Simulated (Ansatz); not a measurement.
**Ti3Al, response to strain**

Take Ti3Al (space group P6_3/mmc, No. 194; a = 5.747 Å, c = 4.632 Å) as the base. Axes: x lies along a and z along c of the hexagonal cell.

Strains are applied to the cell and any free atomic positions relax; under biaxial strain the out-of-plane vector relaxes too.

The values are results of Kohn–Sham DFT with the r2SCAN functional, run in Ansatz (a quantum-chemistry and plane-wave program) with PAW and 500 eV plane waves, no spin-orbit coupling, earlier PAW set, not measurements.

Notes on the quantities. energy relative to the base: free energy F.

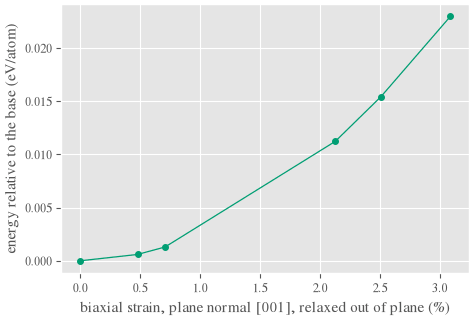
Fig. 1. Energy relative to the base against biaxial strain, plane normal [001], relaxed out of plane

**Question.** From the plot, what is the energy relative to the base for biaxial strain +0.71 %, plane normal [001], relaxed out of plane?

**Answer.** About 0.001 eV/atom.

**Question.** Is the trend monotonic over the range shown?

**Answer.** Yes, it rises throughout, spanning 0 meV/atom to +23 meV/atom.

Whether these cells are dynamically stable was not tested. The final runs are not spin-polarised.
